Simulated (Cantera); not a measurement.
Feed: 1 mol SiHCl3, a varied amount of CH4, 110 mol H2, equilibrated at 1523 K and 130 Pa.

Equilibrium computed with Cantera from the NASA thermochemical tables; the gas is ideal and each condensed phase is pure. Candidate condensed phases: C, C6H6, C7H8, C8H18, Si, SiC; 109 gas species. Mutual solubility and eutectic melting of coexisting phases are not modelled. Equilibrium is a limit: real reactors are often held back by kinetics, nucleation or transport.

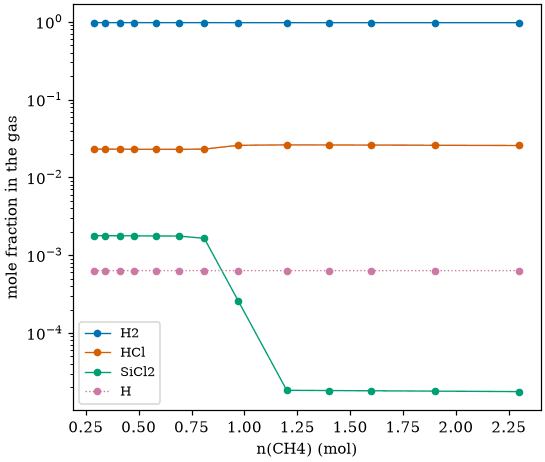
Equilibrium gas composition (values under 1e-9 drawn at 1e-9)

From 0.29 mol CH4 to 0.69 mol CH4 the condensed part is Si(s) + SiC(s). From 0.81 mol CH4 to 0.97 mol CH4 the condensed part is SiC(s). From 1.2 mol CH4 to 2.3 mol CH4 the condensed part is C(graphite) + SiC(s). The main Si-bearing gas is SiCl2 throughout.
